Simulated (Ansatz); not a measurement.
# AlGeH4Cl (SMILES [Cl][AlH][GeH3]): MP2/def2-SVP

Aim: the energy change on altering one bond length of AlGeH4Cl at MP2/def2-SVP, from 2 runs. 

Program for the calculation: Ansatz 0.2.0.

66 further runs of the same task are left out: 66 set aside as unsound or not needed. Runs told in other sessions of the task aren't counted.

## Step 1: Starting point

AlGeH4Cl: 7 atoms, total charge 0, spin state singlet. As SMILES, `[Cl][AlH][GeH3]`. The shape is that of a PBE0-D4/def2-TZVP optimisation.

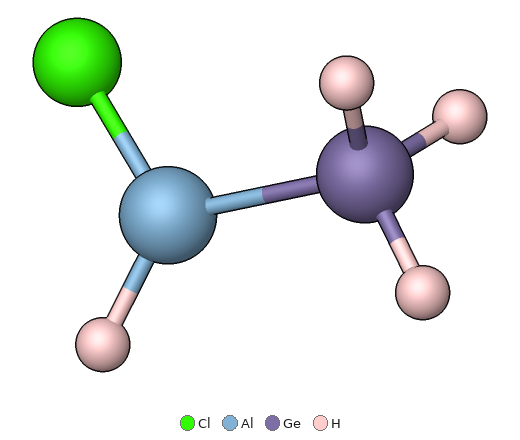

Viewed from a chosen angle; chlorine green, aluminium light blue, germanium purple, hydrogen pink.

## Step 2: A single-point energy at MP2/def2-SVP

run.yaml

```yaml
crystal:
  periodic: [false, false, false]
  atoms:
    - symbol: Cl
      position_ang: [-2.499300, -1.527200, -0.126900]
    - symbol: Al
      position_ang: [-0.425400, -1.314700, 0.144500]
    - symbol: Ge
      position_ang: [0.501100, 0.959800, -0.093300]
    - symbol: H
      position_ang: [0.379500, -2.632000, 0.480000]
    - symbol: H
      position_ang: [0.225700, 1.522500, -1.499900]
    - symbol: H
      position_ang: [-0.144000, 1.926400, 0.916800]
    - symbol: H
      position_ang: [2.023700, 0.997300, 0.133100]
basis:
  gaussian: {orbitals: def2-SVP}
correlation: {method: mp2, frozen_orbitals: {Al: 5, Cl: 5, Ge: 9, H: 0}}
accuracy: high
```

The run is started by

```bash
ansatz run run.yaml --threads 1 --pin off --max-ram 2610MiB --events-out events.jsonl --progress --plain --runs-dir runs
```

What it wrote:

```text
Warning: RAYON_NUM_THREADS=1 ignored (pool sized by the plan → 1); use --threads N
Functional definition: HF
  name "HF"
  exchange = exact_x
  correlation = 0
1768 factors; integrals over basis functions are off by at most 6.3e-9 eV
mean field evaluation 1: about -75610.9677 eV, gradient 1.5e1 eV
mean field evaluation 2: about -75611.0025 eV, gradient 1.6e1 eV
mean field evaluation 4: about -75612.1103 eV, gradient 1.7e0 eV
mean field evaluation 8: about -75612.1261 eV, gradient 1.1e-1 eV
mean field -75612.12617957 eV, -2778.6943853595 hartree, gradient 9.0e-8 eV, S^2 0.000000; 0 other end points of the search recorded, 0 dependent functions left out
19 core orbitals not correlated: weight in the atoms' cores, before any rotation towards them, 1.000 or more for the frozen orbitals, at most 0.000 for the correlated occupied ones
reference -75612.12617957 eV, -2778.6943853595 hartree; 14, 14 occupied and 55, 55 virtual orbitals, 1768 factors
second order -11.69528906 eV of doubles, -0.00000000 eV of singles
Total energy: -75623.82146863 eV, -2779.1241793050 hartree
```

It took 3.6 s on 1 thread of Arm Neoverse V1, shared host; peak memory 0.24 GiB.

## Step 3: The distorted shape, same level

molecule.yaml

```yaml
crystal:
  periodic: [false, false, false]
  atoms:
    - {symbol: Cl, position_ang: [-2.638288, -1.868407, -0.091227]}
    - {symbol: Al, position_ang: [-0.564388, -1.655907, 0.180173]}
    - {symbol: Ge, position_ang: [0.501100, 0.959800, -0.093300]}
    - {symbol: H, position_ang: [0.240512, -2.973207, 0.515673]}
    - {symbol: H, position_ang: [0.225700, 1.522500, -1.499900]}
    - {symbol: H, position_ang: [-0.144000, 1.926400, 0.916800]}
    - {symbol: H, position_ang: [2.023700, 0.997300, 0.133100]}
basis:
  gaussian:
    orbitals: def2-SVP
correlation:
  method: mp2
  frozen_orbitals: {Al: 5, Cl: 5, Ge: 9, H: 0}
accuracy: high
```

The run is started by

```bash
ansatz run molecule.yaml --threads 1 --pin off --max-ram 2610MiB --events-out events.jsonl --progress --plain --runs-dir runs
```

What it wrote:

```text
Warning: RAYON_NUM_THREADS=1 ignored (pool sized by the plan → 1); use --threads N
[... 4 set-up lines as earlier in the session ...]
1749 factors; integrals over basis functions are off by at most 6.3e-9 eV
mean field evaluation 1: about -75610.5687 eV, gradient 1.5e1 eV
mean field evaluation 2: about -75610.6018 eV, gradient 1.6e1 eV
mean field evaluation 4: about -75611.7587 eV, gradient 1.7e0 eV
mean field evaluation 8: about -75611.7761 eV, gradient 1.2e-1 eV
mean field -75611.77611759 eV, -2778.6815208188 hartree, gradient 7.4e-8 eV, S^2 0.000000; 0 other end points of the search recorded, 0 dependent functions left out
19 core orbitals not correlated: weight in the atoms' cores, before any rotation towards them, 1.000 or more for the frozen orbitals, at most 0.000 for the correlated occupied ones
reference -75611.77611759 eV, -2778.6815208188 hartree; 14, 14 occupied and 55, 55 virtual orbitals, 1749 factors
second order -11.63562152 eV of doubles, -0.00000000 eV of singles
Total energy: -75623.41173911 eV, -2779.1091220229 hartree
```

It took 3.6 s on 1 thread of Arm Neoverse V1, shared host; peak memory 0.24 GiB.

## Step 4: Summary of results

Level: MP2/def2-SVP, 19 core orbitals frozen.

| quantity | value |
| --- | --- |
| first shape: total energy | -2779.12418 Eh |
| first shape: correlation energy (19 core orbitals frozen) | -429.8 mEh |
| distorted shape: total energy | -2779.10912 Eh |
| distorted shape: correlation energy (19 core orbitals frozen) | -427.6 mEh |
| energy change with the Al2–Ge3 bond stretched from 2.467 to 2.838 Å | 0.410 eV |

With the Al2–Ge3 bond stretched from 2.467 to 2.838 Å the energy rises by 0.41 eV (39.5 kJ/mol). The first shape isn't relaxed at this level, so the change isn't measured from a minimum.
